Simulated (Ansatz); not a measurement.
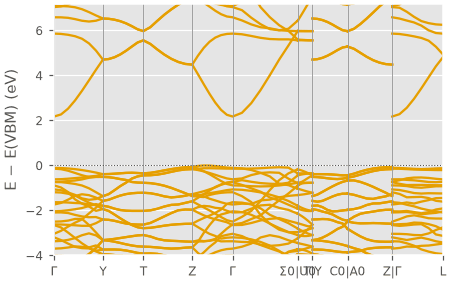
Fig. 1. Band structure from r²SCAN (plane waves, PAW; program Ansatz)

### Question
Read off the gap and where the band edges lie.

### Answer
About 2.2 eV (2.17 eV by a search for the band edges); maximum on the Z–Γ line, 33 % of the way from Z, minimum at Γ.

The material is Cd₂SiO₄ in space group Fddd (No. 70; Cd on 16f, Si on 8a, O on 32h).

The first step of the workflow began from a Materials Project structure, measured or hypothetical; the Crystallography Open Database copy checked does not list it. Whether it is the stable phase at ambient conditions was not checked. The r²SCAN relaxation kept the symmetry of its start; its stability against distortions is not shown here. Spin–orbit coupling is left out wherever it is not named.

Potentials: the earlier of the program's two PAW sets.
